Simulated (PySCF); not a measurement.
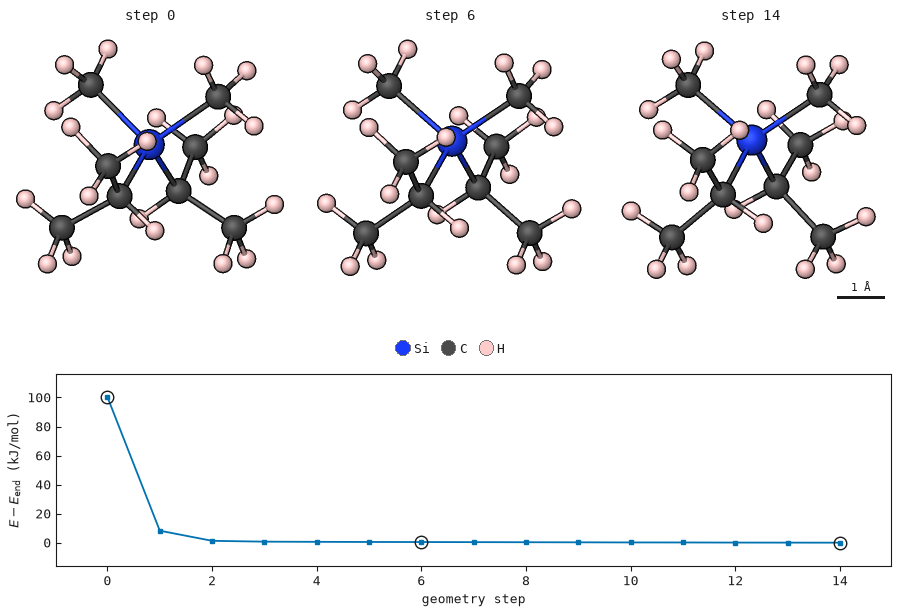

Frames of a relaxation of C8H20Si, marked on the history of the run. A ball-and-stick model, seen from a free direction.

The start comes from GFN2-xTB. Its atoms were then displaced at random by about 0.03 Å.

Level of theory: PySCF, PBE0-D3(BJ)/def2-SVP geometry optimisation, gas phase. 

Question: What happens along the run?

Answer: The atom that moves furthest after the best rigid fit is an H atom (0.41 Å). Largest moves by element: H 0.41 Å, C 0.31 Å, Si 0.13 Å. Near-neighbour distances that change, for instance: C–C 1.422 → 1.529 Å, C–H 1.033 → 1.103 Å, C–Si 1.955 → 1.886 Å, C–H 1.170 → 1.103 Å. Among the angles between lasting bonds that change: C–C–H 118.5° → 111.4°, Si–C–H 105.1° → 111.5°, H–C–H 101.0° → 107.3°. The energy falls by 100.3 kJ/mol in 14 geometry steps. Cost: 4.4 min on 2 threads of Intel(R) Xeon(R) 6975P-C, with other jobs on the host. From step 0 to 6: a C atom moves most (0.16 Å), energy −99.9 kJ/mol. From step 6 to 14: an H atom moves most (0.27 Å), energy −0.43 kJ/mol.

```tsv
step	E − E(0), kJ/mol
0	0.00
1	-92.05
2	-99.02
3	-99.60
4	-99.73
5	-99.82
6	-99.87
7	-99.93
8	-100.00
9	-100.06
10	-100.14
11	-100.16
12	-100.23
13	-100.27
14	-100.30
```
